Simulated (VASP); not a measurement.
Band structure of Mo (bcc). Calculation: PBE GGA with D4 dispersion, VASP's PBE PAW potentials (set 64) (plane waves; VASP 6.6.1).

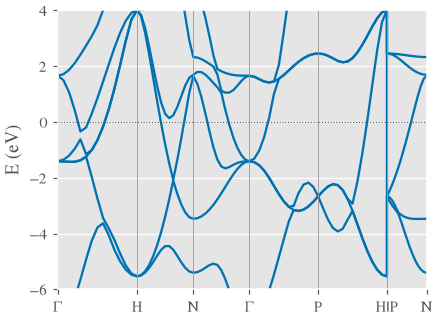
Bands along high-symmetry lines, zero at the valence-band maximum or, without a gap, the Fermi level

Task: Read the plot: is there a gap, and where are the band edges?

Result: It has no gap at this level: it comes out as a metal or semimetal. (Edges off the drawn lines would not show.)

The compound is Mo in the bcc structure. It was relaxed first.
